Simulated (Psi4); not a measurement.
# GaH3SO2 (SMILES [OH][Ga]([OH])[SH]): a chain of runs, part 2 of 2

Psi4 1.11.

**3. A structure relaxation at PBE0-D4/def2-TZVP (density fitting) (run 2)**

Contents of input.inp:

```
memory 4400 mb

molecule system {
  O     -1.453354    -1.056488    -0.489492
  Ga     0.114250    -0.433802     0.152777
  O      0.566541    -0.411648     1.895553
  S      1.569492     0.348301    -1.299671
  H     -2.044516    -1.392249     0.209178
  H     -0.126716    -0.775198     2.475598
  H      0.719345     0.079446    -2.332009
  units angstrom
  symmetry c1
}

set scf_type df
set geom_maxiter 50
set max_force_g_convergence 0.0002

result = opt('pbe0-d4/def2-TZVP')
```

Launch:

```sh
$ psi4 input.inp input.out -n 2
```

input.out:

```text
Psi4 1.11 release

gradient() will perform analytic gradient computation.

   => Loading Basis Set <=

    Name: DEF2-TZVP
    Role: ORBITAL
    Keyword: BASIS

   => PBE0-D4(BJ,EEQ)ATM: Empirical Dispersion <=

        a1 =       0.400856
        a2 =       5.029288
       alp =      16.000000
        s6 =       1.000000
        s8 =       1.200655
        s9 =       1.000000
        ga =       3.000000
        gc =       2.000000
        wf =       6.000000

         ---------------------------------------------------------
                                   SCF
                              RKS Reference
                        2 Threads,   4196 MiB Core
         ---------------------------------------------------------

  ==> Geometry <==

    Molecular point group: c1
    Full point group: C1

    Geometry (in Angstrom), charge = 0, multiplicity = 1:

       Center              X                  Y                   Z               Mass
    ------------   -----------------  -----------------  -----------------  -----------------
         O           -1.765373824243    -0.730162584415    -0.429323350055    15.994914619570
         GA          -0.197769824243    -0.107476584415     0.212945649945    68.925573500000
         O            0.254521175757    -0.085322584415     1.955721649945    15.994914619570
         S            1.257472175757     0.674626415585    -1.239502350055    31.972071174400
         H           -2.356535824243    -1.065923584415     0.269346649945     1.007825032230
         H           -0.438735824243    -0.448872584415     2.535766649945     1.007825032230
         H            0.407325175757     0.405771415585    -2.271840350055     1.007825032230

  Running in c1 symmetry.

  Rotational constants: A =      0.19187  B =      0.09585  C =      0.06392 [cm^-1]
  Rotational constants: A =   5752.23698  B =   2873.60117  C =   1916.29418 [MHz]
  Nuclear repulsion =  359.405758502783897

  Charge       = 0
  Multiplicity = 1
  Electrons    = 66
  Nalpha       = 33
  Nbeta        = 33

  ==> Algorithm <==

  SCF Algorithm Type is DF.
  DIIS enabled.
  MOM disabled.
  Fractional occupation disabled.
  Guess Type is SAD.
  Energy threshold   = 1.00e-08
  Density threshold  = 1.00e-08
  Integral threshold = 1.00e-12

  ==> Primary Basis <==

  Basis Set: DEF2-TZVP
    Blend: DEF2-TZVP
    Number of shells: 63
    Number of basis functions: 165
    Number of Cartesian functions: 187
    Spherical Harmonics?: true
    Max angular momentum: 3

  ==> DFT Potential <==

   => LibXC <=

    Version 7.1.2

   => Composite Functional: PBE0-D4BJEEQATM <=

    PBE0-d4bjeeqatm Hyb-GGA Exchange-Correlation Functional

    Deriv               =              1
    GGA                 =           TRUE
    Meta                =          FALSE

    Exchange Hybrid     =           TRUE
    MP2 Hybrid          =          FALSE

   => Exchange Functionals <=

    0.7500   Perdew, Burke & Ernzerhof

   => Exact (HF) Exchange <=

    0.2500               HF

   => Correlation Functionals <=

    1.0000   Perdew, Burke & Ernzerhof

   => LibXC Density Thresholds  <==

    XC_HYB_GGA_XC_PBEH:  1.00E-15

   => Molecular Quadrature <=

    Radial Scheme          =       TREUTLER
    Pruning Scheme         =           NONE
    Nuclear Scheme         =       TREUTLER

    Blocking Scheme        =         OCTREE
    BS radius alpha        =              1
    Pruning alpha          =              1
    Radial Points          =             75
    Spherical Points       =            302
    Total Points           =         151763
    Total Blocks           =           1200
    Max Points             =            256
    Max Functions          =            157
    Weights Tolerance      =       1.00E-15

   => Loading Basis Set <=

    Name: (DEF2-TZVP AUX)
    Role: JKFIT
    Keyword: DF_BASIS_SCF

  ==> Integral Setup <==

  DFHelper Memory: AOs need 0.126 GiB; user supplied 2.586 GiB.
  SCF_SUBTYPE=INCORE selected. In-core MEM_DF algorithm will be used.
  Using in-core AOs.

  ==> MemDFJK: Density-Fitted J/K Matrices <==

    J tasked:                   Yes
    K tasked:                   Yes
    wK tasked:                   No
    Memory [MiB]:              2647
    Algorithm:                 Core
    Schwarz Cutoff:           1E-12
    Mask sparsity (%):       5.2011
    Fitting Condition:        1E-10

   => Auxiliary Basis Set <=

  Basis Set: (DEF2-TZVP AUX)
    Blend: DEF2-UNIVERSAL-JKFIT
    Number of shells: 166
    Number of basis functions: 602
    Number of Cartesian functions: 772
    Spherical Harmonics?: true
    Max angular momentum: 5

  Cached 100.0% of DFT collocation blocks in 0.488 [GiB].

  Minimum eigenvalue in the overlap matrix is 3.9516417166E-03.
  Reciprocal condition number of the overlap matrix is 7.3722870542E-04.
    Using symmetric orthogonalization.

  ==> Pre-Iterations <==

  SCF Guess: Superposition of Atomic Densities via on-the-fly atomic UHF (no occupation information).

   -------------------------
    Irrep   Nso     Nmo
   -------------------------
     A        165     165
   -------------------------
    Total     165     165
   -------------------------

  ==> Iterations <==

                           Total Energy        Delta E     RMS |[F,P]|

[... 4 lines left out ...]
   @DF-RKS iter   4: -2474.76015705339069   -9.12912e-02   4.24020e-03 ADIIS/DIIS
[... 4 lines left out ...]
   @DF-RKS iter   9: -2474.93195096025920   -2.65969e-06   8.14883e-06 DIIS
[... 4 lines left out ...]
   @DF-RKS iter  14: -2474.93195160890991   -5.45697e-12   3.54603e-09 DIIS
[... 37 lines left out ...]
    One-Electron Energy =               -4160.9015380504288260
[... 4 lines left out ...]
    Total Energy =                      -2474.9319516089099125
[... 144 lines left out ...]
	                                 ==> Convergence Check <==
[... 152 lines left out ...]
                           Total Energy        Delta E     RMS |[F,P]|
[... 5 lines left out ...]
   @DF-RKS iter   4: -2474.92352216269455   -3.78873e-05   1.55549e-05 DIIS
[... 4 lines left out ...]
   @DF-RKS iter   9: -2474.92352447986877   -2.63753e-11   3.19768e-08 DIIS
[... 18 lines left out ...]
    Nuclear Repulsion Energy =            363.6940820463435671
[... 4 lines left out ...]
    VV10 Nonlocal Energy =                  0.0000000000000000
[... 62 lines left out ...]
    Weights Tolerance      =       1.00E-15
[... 136 lines left out ...]
    Weights Tolerance      =       1.00E-15
[... 35 lines left out ...]
   @DF-RKS iter   3: -2474.93118694181749   -2.14869e-04   3.01501e-05 DIIS
[... 4 lines left out ...]
   @DF-RKS iter   8: -2474.93119567585200   -3.39696e-10   6.60095e-08 DIIS
[... 15 lines left out ...]
  @DF-RKS Final Energy: -2474.93119567589019
[... 7 lines left out ...]
    Empirical Dispersion Energy =          -0.0045495194923090
[... 18 lines left out ...]
 Dipole Z            :          1.2580668           -0.8577846            0.4002821
[... 105 lines left out ...]
	  Convergence Criteria              o    2.00e-04 *             o             o             o
[... 110 lines left out ...]
   @DF-RKS iter   2: -2474.93285967990641   -9.14057e-06   1.22695e-04 ADIIS/DIIS
[... 4 lines left out ...]
   @DF-RKS iter   7: -2474.93310330019722   -1.72804e-09   1.68494e-07 DIIS
[... 10 lines left out ...]
    Final Occupation by Irrep:
[... 12 lines left out ...]
    DFT Exchange-Correlation Energy =     -89.6110459605079086
[... 18 lines left out ...]
 Dipole Y            :         -0.0782110           -0.3106482           -0.3888592
[... 104 lines left out ...]
	   Step    Total Energy     Delta E     Max Force     RMS Force      Max Disp      RMS Disp
[... 117 lines left out ...]
   @DF-RKS iter   1: -2474.93316716128811   -2.75414e-03   2.48248e-05 DIIS
[... 4 lines left out ...]
   @DF-RKS iter   6: -2474.93317563387154   -1.65483e-09   1.84505e-07 DIIS
[... 10 lines left out ...]
    Final Occupation by Irrep:
[... 12 lines left out ...]
    DFT Exchange-Correlation Energy =     -89.6084357880716311
[... 18 lines left out ...]
 Dipole Y            :         -0.0595637           -0.3226581           -0.3822218
[... 104 lines left out ...]
	   Step    Total Energy     Delta E     Max Force     RMS Force      Max Disp      RMS Disp
[... 111 lines left out ...]
   @DF-RKS iter   1: -2474.93318318999354    4.69813e-04   9.31055e-06 DIIS
[... 4 lines left out ...]
   @DF-RKS iter   6: -2474.93318428668545   -4.02906e-10   8.49393e-08 DIIS
[... 15 lines left out ...]
  @DF-RKS Final Energy: -2474.93318428675775
[... 7 lines left out ...]
    Empirical Dispersion Energy =          -0.0045482912769783
[... 18 lines left out ...]
 Dipole Z            :          1.2489054           -0.8778083            0.3710971
[... 105 lines left out ...]
	  Convergence Criteria              o    2.00e-04 *             o             o             o
[... 99 lines left out ...]
   @DF-RKS iter   2: -2474.93318449893695   -3.92361e-08   2.17349e-06 DIIS
[... 4 lines left out ...]
   @DF-RKS iter   7: -2474.93318454593555   -4.09273e-12   4.87335e-09 DIIS
[... 37 lines left out ...]
    One-Electron Energy =               -4168.8352209192171358
[... 4 lines left out ...]
    Total Energy =                      -2474.9331845459355463
[... 1 line left out ...]
Computation Completed

Properties will be evaluated at   0.000000,   0.000000,   0.000000 [a0]

Properties computed using the SCF density matrix

 Multipole Moments:

 ------------------------------------------------------------------------------------
     Multipole            Electronic (a.u.)      Nuclear  (a.u.)        Total (a.u.)
 ------------------------------------------------------------------------------------

 L = 1.  Multiply by 2.5417464519 to convert [e a0] to [Debye]
 Dipole X            :          0.1503140           -0.9267270           -0.7764130
 Dipole Y            :         -0.0449336           -0.3312012           -0.3761347
 Dipole Z            :          1.2450289           -0.8756019            0.3694270
 Magnitude           :                                                    0.9384939

 ------------------------------------------------------------------------------------

	total time  =          2 seconds =       0.03 minutes

         ------------------------------------------------------------
                                   SCF GRAD
         ------------------------------------------------------------

  ==> Geometry <==

    Molecular point group: c1
    Full point group: C1

    Geometry (in Angstrom), charge = 0, multiplicity = 1:

       Center              X                  Y                   Z               Mass
    ------------   -----------------  -----------------  -----------------  -----------------
         O           -1.748834932586    -0.728165562710    -0.399846013139    15.994914619570
         GA          -0.192488111453    -0.104203183619     0.206969445913    68.925573500000
         O            0.236429438160    -0.091756217602     1.934011541859    15.994914619570
         S            1.245964930175     0.669356203158    -1.230636541117    31.972071174400
         H           -2.343667672446    -1.059044405771     0.276070719970     1.007825032230
         H           -0.435062765348    -0.445697033823     2.520155135417     1.007825032230
         H            0.419264136637     0.409451016336    -2.258766808088     1.007825032230

  Nuclear repulsion =  363.350234503417369

   => Molecular Quadrature <=

    Radial Scheme          =       TREUTLER
    Pruning Scheme         =           NONE
    Nuclear Scheme         =       TREUTLER

    Blocking Scheme        =         OCTREE
    BS radius alpha        =              1
    Pruning alpha          =              1
    Radial Points          =             75
    Spherical Points       =            302
    Total Points           =         151669
    Total Blocks           =           1195
    Max Points             =            256
    Max Functions          =            157
    Weights Tolerance      =       1.00E-15

  -Total Gradient:
     Atom            X                  Y                   Z
    ------   -----------------  -----------------  -----------------
       1        0.000099696460     0.000003438217     0.000026964394
       2       -0.000029623484     0.000131063221     0.000121039857
       3        0.000020642106    -0.000032506221    -0.000070024339
       4        0.000014358406    -0.000040463170    -0.000004804041
       5        0.000012768195    -0.000003637296    -0.000024926558
       6        0.000078804102     0.000024551138     0.000026817736
       7        0.000001864274     0.000000156120    -0.000016155842

	total time  =          2 seconds =       0.03 minutes

    			-----------------------------------------

    			 OPTKING 3.0: for geometry optimizations

    			        with contributions from

    			-----------------------------------------

	                            ===> Fragment 1 <==

	 Z (Atomic Numbers)          Masses                          Geom
	       8.000000            15.994915         -3.30481906 -1.37603349 -0.75559946
	      31.000000            68.925573         -0.36374981 -0.19691548  0.39111557
	       8.000000            15.994915          0.44678689 -0.17339412  3.65475214
	      16.000000            31.972071          2.35453248  1.26489990 -2.32556602
	       1.000000             1.007825         -4.42889003 -2.00130388  0.52169805
	       1.000000             1.007825         -0.82214947 -0.84224533  4.76240300
	       1.000000             1.007825          0.79229439  0.77375028 -4.26845065

	 - Coordinate -           - BOHR/RAD -       - ANG/DEG -
	 H(4,7)           =         2.540987           1.344633
	 R(1,2)           =         3.369742           1.783191
	 R(1,5)           =         1.812729           0.959255
[... 14 lines of this table left out ...]
	 D(4,2,3,6)       =        -3.140091        -179.913971

	        --- Internal Coordinate Step in ANG or DEG, aJ/ANG or AJ/DEG ---
	-------------------------------------------------------------------------------
	           Coordinate      Previous         Force          Change          New
	           ----------      --------        ------          ------        ------
	               H(4,7)       1.34463       -0.00018       -0.00003       1.34460
	               R(1,2)       1.78319        0.00025        0.00006       1.78325
	               R(1,5)       0.95926        0.00015        0.00002       0.95928
[... 14 lines of this table left out ...]
	           D(4,2,3,6)    -179.91397       -0.00000       -0.10441    -180.01838
	-------------------------------------------------------------------------------

	                                 ==> Convergence Check <==

	Measures of convergence in internal coordinates in au.

	Criteria marked as inactive (o), active & met (*), and active & unmet ( ).

	----------------------------------------------------------------------------------------------
	   Step    Total Energy     Delta E     Max Force     RMS Force      Max Disp      RMS Disp
	----------------------------------------------------------------------------------------------
	  Convergence Criteria              o    2.00e-04 *             o             o             o
	----------------------------------------------------------------------------------------------
	     7   -2474.93318455   -2.59e-07 o    1.31e-04 *    5.93e-05 o    2.20e-03 o    1.01e-03 o  ~
	----------------------------------------------------------------------------------------------

Next Geometry in Ang
	Fragment 1 (Ang)

	    O  -1.7489987467  -0.7286108501  -0.3995123130
	   Ga  -0.1917963278  -0.1057966893   0.2064606012
	    O   0.2361783605  -0.0917740574   1.9338377344
	    S   1.2461356336   0.6698657211  -1.2307189443
	    H  -2.3435655163  -1.0584904307   0.2771612464
	    H  -0.4358561490  -0.4453406478   2.5196248167
	    H   0.4195077689   0.4100877702  -2.2588956606

    Final optimized geometry and variables:
    Molecular point group: c1
    Full point group: C1

    Geometry (in Angstrom), charge = 0, multiplicity = 1:

    O           -1.748834932586    -0.728165562710    -0.399846013139
    GA          -0.192488111453    -0.104203183619     0.206969445913
    O            0.236429438160    -0.091756217602     1.934011541859
    S            1.245964930175     0.669356203158    -1.230636541117
    H           -2.343667672446    -1.059044405771     0.276070719970
    H           -0.435062765348    -0.445697033823     2.520155135417
    H            0.419264136637     0.409451016336    -2.258766808088

    Psi4 run time: 0:00:32.30

[set-up sections that repeat, and orbital energies of the middle runs, are left out above]
```

On the terminal:

```text
Optimizer: Optimization complete!
```

Run time: 33 s. Hardware: 2 threads of Intel Xeon 6975P-C (Granite Rapids), shared host; peak memory 1 GiB.

Step by step:

```
step  energy from the first frame kept (eV)  largest force (eV/Å)
   0                                 0.0000                0.8026
   1                                 0.2293                4.6235
   2                                 0.0206                1.8382
   3                                -0.0313                0.1790
   4                                -0.0333                0.0513
   5                                -0.0335                0.0119
   6                                -0.0335                0.0093
```

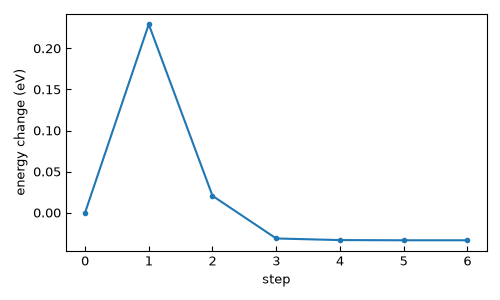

Energy along the run.

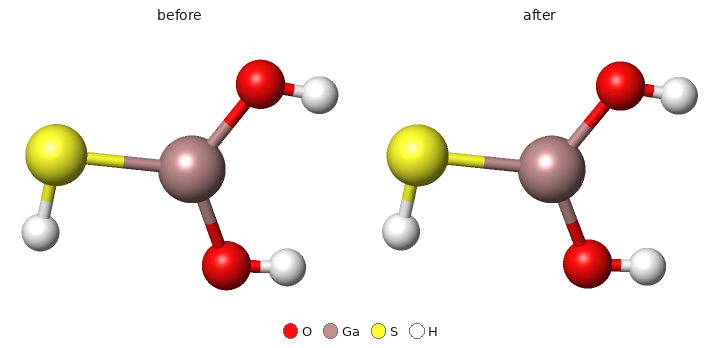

Before and after, at one scale.

After the run. Bond lengths: O1–Ga2 1.783 Å, Ga2–O3 1.780 Å, Ga2–S4 2.176 Å, O1–H5 0.959 Å, O3–H6 0.959 Å, S4–H7 1.345 Å. Angles: O1–Ga2–O3 122.9°, O1–Ga2–S4 118.5°, O3–Ga2–S4 118.6°, Ga2–O1–H5 115.0°, Ga2–O3–H6 114.9°, Ga2–S4–H7 91.7°.

Runs 3 to 9 aren't shown in full; the table further down has their settings and results.

**4. A single-point energy at MP2/def2-QZVPP (density fitting, density fitting for correlation) (run 10)**

Contents of job.inp:

```
memory 4400 MB

molecule geom {
  0 1
  O     -2.71518684    -1.99269919    -0.86930236
  Ga     0.22588274    -0.81358190     0.27741368
  O      1.03641840    -0.79006048     3.54105007
  S      2.94416496     0.64823464    -2.43926793
  H     -3.83925830    -2.61796988     0.40799565
  H     -0.23251757    -1.45891014     4.64869981
  H      1.38192648     0.15708537    -4.38215205
  units au
  symmetry c1
}

set {
  basis def2-QZVPP
  reference rhf
  scf_type df
  num_frozen_docc 16
}

energy_value, wavefunction = energy("mp2", return_wfn=True)
```

Launch:

```sh
$ psi4 -i job.inp -o job.out -n 2
```

job.out, shortened:

```text
[...]
  Running in c1 symmetry.
[...]
  Nuclear repulsion =  363.350227212404775
[...]
  Multiplicity = 1
[...]
  Nalpha       = 33
  Nbeta        = 33
[...]
    Number of basis functions: 363
[...]
   @DF-RHF iter   1: -2470.69063135708393   -3.01993e+00   9.43258e-03 DIIS/ADIIS
[...]
   @DF-RHF iter  12: -2472.50126296496774   -1.82354e-10   9.59387e-09 DIIS
[...]
  @DF-RHF Final Energy: -2472.50126296496774
   => Energetics <=
    Nuclear Repulsion Energy =            363.3502272124047749
    One-Electron Energy =               -4169.6748106517825363
    Two-Electron Energy =                1333.8233204744103659
    Total Energy =                      -2472.5012629649672817
[...]
```

It took 8.4 s on 2 threads of Intel Xeon 6975P-C (Granite Rapids), shared host; peak memory 1.3 GiB.

**5. All runs side by side**

```
run                                                                  level  geom maxiter  max force g convergence   energy (Eh)  dipole moment (D)  HOMO energy (eV)  LUMO energy (eV)  wall time
  1                                      PBE-D4/def2-SVP (density fitting)            60                   0.0005  -2474.284534               2.64             -6.22             -1.73       80 s
  2                                    PBE0-D4/def2-TZVP (density fitting)            50                   0.0002  -2474.933185               2.39             -7.78             -0.90       33 s
  3                                    PBE0-D4/def2-TZVP (density fitting)             –                        –  -2474.933185               2.39                 –                 –    3.3 min
  4                                    PBE-D4/def2-TZVPP (density fitting)             –                        –  -2474.869318               2.21             -6.52             -1.82       11 s
  5                                 r2SCAN-D4/def2-TZVPP (density fitting)             –                        –  -2475.378731               2.30             -6.83             -1.46       23 s
  6                                  B3LYP-D4/def2-TZVPP (density fitting)             –                        –  -2475.562123               2.24             -7.53             -1.26       10 s
  7                                   PBE0-D4/def2-TZVPP (density fitting)             –                        –  -2474.937171               2.30             -7.79             -0.90       11 s
  8                                   wB97M-V/def2-TZVPP (density fitting)             –                        –  -2475.315784               2.30            -10.06              0.80       24 s
  9  CCSD(T)/def2-TZVPP (density fitting, density fitting for correlation)             –                        –  -2473.378454                  –            -10.61              2.17    3.1 min
 10      MP2/def2-QZVPP (density fitting, density fitting for correlation)             –                        –  -2473.691053                  –            -10.63              1.61      8.4 s
```

**6. Outcome**

This closing draws on all 2 parts.

```
                                                            quantity           value
                                run 10, MP2/def2-QZVPP: total energy  -2473.69105 Eh
         run 10, MP2/def2-QZVPP: HOMO energy (Hartree–Fock orbitals)       -10.63 eV
         run 10, MP2/def2-QZVPP: LUMO energy (Hartree–Fock orbitals)         1.61 eV
       run 10, MP2/def2-QZVPP: HOMO–LUMO gap (Hartree–Fock orbitals)        12.24 eV
run 10, MP2/def2-QZVPP: correlation energy (16 core orbitals frozen)     -1189.8 mEh
```

What this shows: Over runs 3, 4, 5, 6, 7, 8 the dipole moment (its size) runs from 2.21 D (PBE-D4/def2-TZVPP) to 2.39 D (PBE0-D4/def2-TZVP). The two ends differ in method and basis. Over runs 4, 5, 6, 7, 8 the HOMO–LUMO gap runs from 4.70 eV (PBE-D4/def2-TZVPP) to 10.86 eV (wB97M-V/def2-TZVPP). Totals of different functionals can't be ranked against each other. All runs together took 9.7 min, the longest 3.3 min.
